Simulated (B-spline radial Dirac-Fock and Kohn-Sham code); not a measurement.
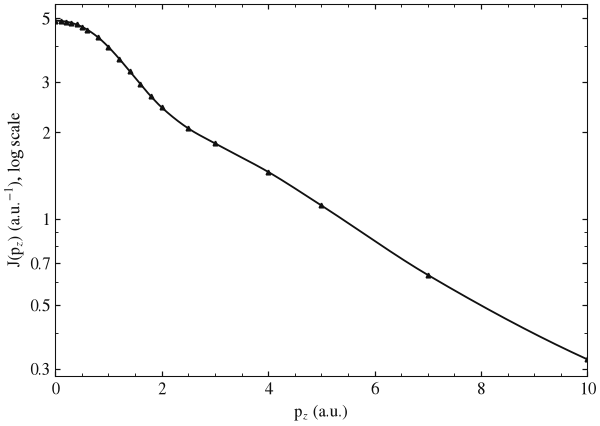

The total Compton profile J(pz). Species: the ion Nb⁵⁺ ([Kr]). The calculation used the impulse approximation on the Dirac–Fock momentum density (average of configuration) (a B-spline radial code).

Q: What is the half width at half maximum?

A: About 2.0 a.u.

Q: What is the area under the whole profile, from −∞ to ∞?

A: 36, the number of electrons.

Q: What is the peak value?

A: J(0) = 4.91 a.u.⁻¹.
